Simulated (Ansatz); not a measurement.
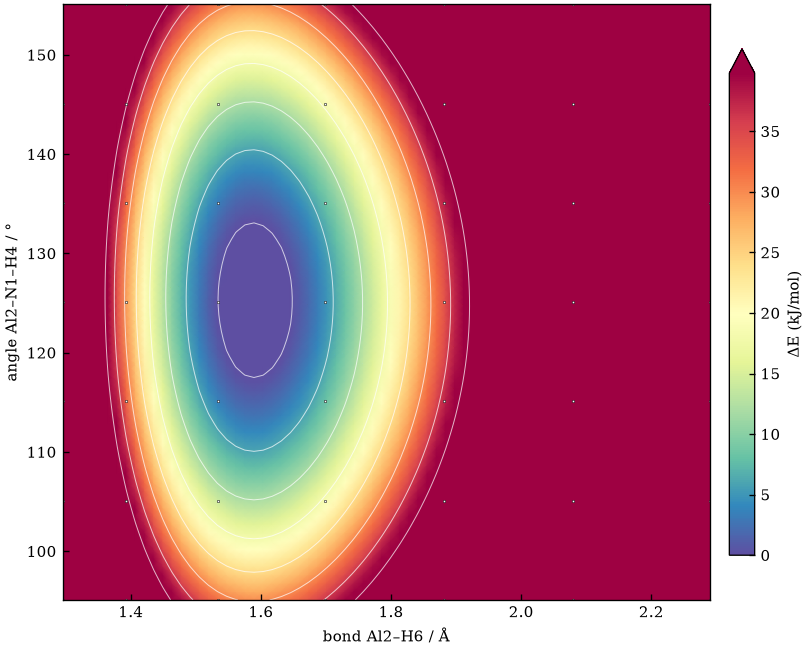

AlH₄NO, SMILES [NH2][AlH][OH]. 
- Two internal coordinates are moved rigidly from the geometry relaxed at PBE0-D4/def2-TZVP, all others fixed.
- The first coordinate is: bond Al2–H6; the second: angle Al2–N1–H4.
- The scan uses a 7 × 7 grid.
- Points are written as (first, second).
- Energies are in kJ/mol, from the lowest grid point.
- Level of theory: RKS PBE-D4/def2-TZVPP (Ansatz).

Drawn: a smooth colour map with a few white contour lines, dots at the grid points, one colour for all values above the top of the scale. Between grid points the surface is interpolated.

> Estimate the position of the minimum and the force constants in these coordinates.

The interpolated minimum is at bond Al2–H6 ≈ 1.588 Å, angle Al2–N1–H4 ≈ 125°. The curvatures there are about 13 eV/Å² and 2.4 eV/rad², with a cross term of about 0 eV/(Å·rad). Round the minimum the two coordinates are nearly uncoupled. (1 eV is 96.5 kJ/mol.)
